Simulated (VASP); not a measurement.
Band structure of K (bcc). These are optB88-vdW, VASP's PBE PAW potentials (set 64) (plane waves; VASP) values and carry that method's errors.

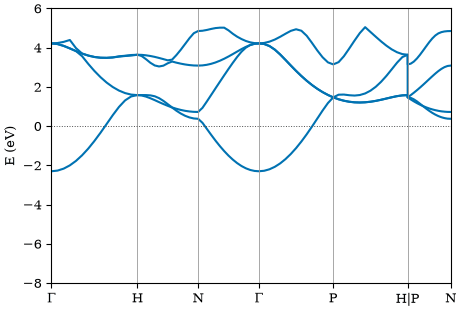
Figure: Bands along high-symmetry lines, zero at the valence-band maximum or, without a gap, the Fermi level

Task: Read the plot: is there a gap, and where are the band edges?

Result: It has no gap at this level: it comes out as a metal or semimetal. (Edges off the drawn lines would not show.)

The compound is K in the bcc structure. It was relaxed first, which changed the volume by -7 %.
